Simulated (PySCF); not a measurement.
SMILES c1(c(c(c(F)c(c1F)F)F)-c1cc2c(ccs2)s1)F at its GFN2-xTB optimised geometry (Å):

```
22

F     -2.3901    -4.8232     0.0000
C     -1.7079    -3.6781     0.0000
C     -2.3686    -2.4551     0.0000
F     -3.7025    -2.4156     0.0000
C     -1.6479    -1.2689     0.0000
F     -2.3582    -0.1338     0.0000
C     -0.2427    -1.2252     0.0000
C      0.4915     0.0193     0.0000
C      1.8590     0.1988     0.0000
C      2.2087     1.5513     0.0000
S      3.7025     2.4228    -0.0001
C      2.8387     3.9210    -0.0001
C      1.4870     3.7821    -0.0001
C      1.1199     2.4225    -0.0001
S     -0.3642     1.5598    -0.0001
C      0.3878    -2.4827     0.0000
F      1.7231    -2.5803     0.0000
C     -0.3173    -3.6781     0.0000
F      0.3494    -4.8346     0.0000
H      2.5847    -0.5902     0.0000
H      3.4001     4.8346    -0.0001
H      0.7924     4.6011    -0.0002
```

Calculation: CAM-B3LYP/def2-SVP in PySCF.

Map of the HOMO−1 amplitude (bohr^(-3/2)) on the plane z = 1.0 Å; orbital energy -7.98 eV, overall sign arbitrary:

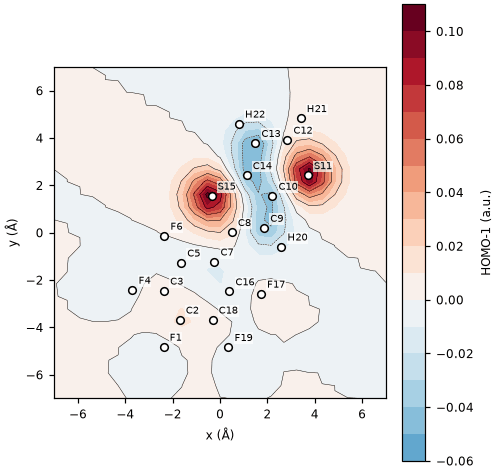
Fig. 1. HOMO−1 amplitude (bohr^(-3/2)) on the plane z = 1.0 Å.
